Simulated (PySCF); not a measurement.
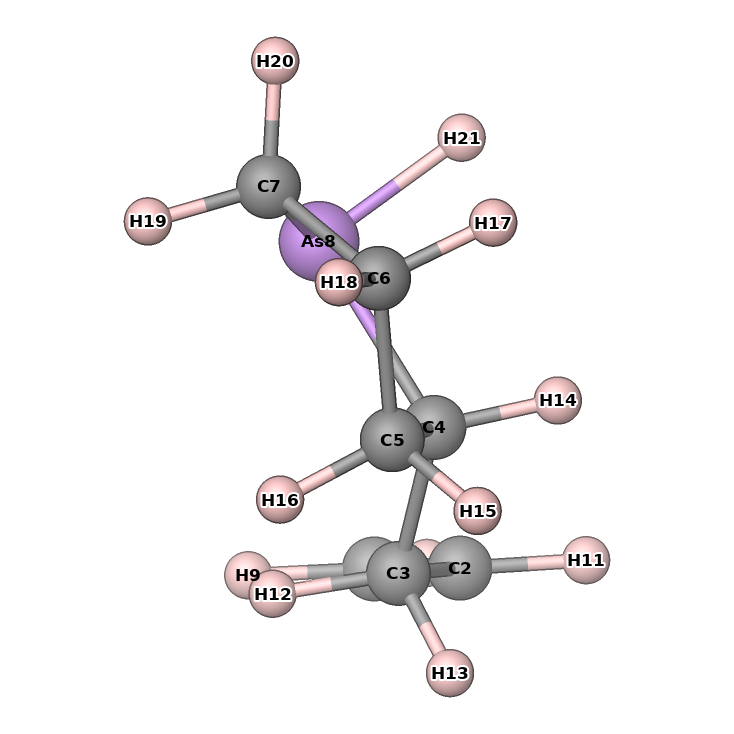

C4 lies behind C5. The molecule seen a little off the C5–C4 bond, C5 in front. Atoms fade into the background with distance from the viewer. The computed structure is the end point of a PBE0-D3(BJ)/def2-SVP optimisation. No frequency run is at hand to confirm it as a minimum.

What is the torsion angle C6–C5–C4–As8? The sign is positive where the front bond must turn clockwise to cover the back bond.

Answer. −37°, synclinal (gauche).
